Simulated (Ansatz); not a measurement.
System: cubic perovskite CsPbF3. Method: BLYP (Ansatz, a first-principles code, PAW).

Numerical settings: plane-wave cutoff 520 eV, 8×8×8 k mesh, Fermi–Dirac smearing 0.01 eV, scalar-relativistic PAW data made under PBE.

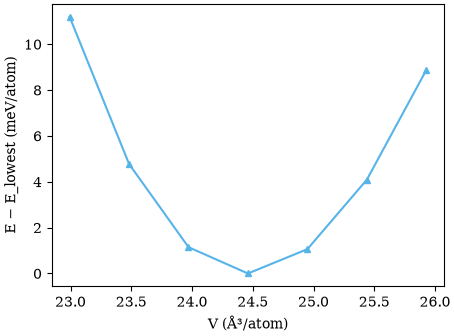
Fig. 1. Total energy against volume

Question: From the curve, estimate the equilibrium volume and the bulk modulus.

Answer: V0 ≈ 24.5 Å³/atom and B0 ≈ 36 GPa; the fit gives V0 = 24.460 Å³/atom, B0 = 36.1 GPa, B′ = 4.8.

Note: the cell is over a tenth larger than the published one: the level's own overestimate first of all, though another phase or state, or a fault of the published cell, is possible.

Spin–orbit coupling is not included; it can shift volumes and moduli of such heavy elements.

The computed numbers hold no vibrational or temperature effects.
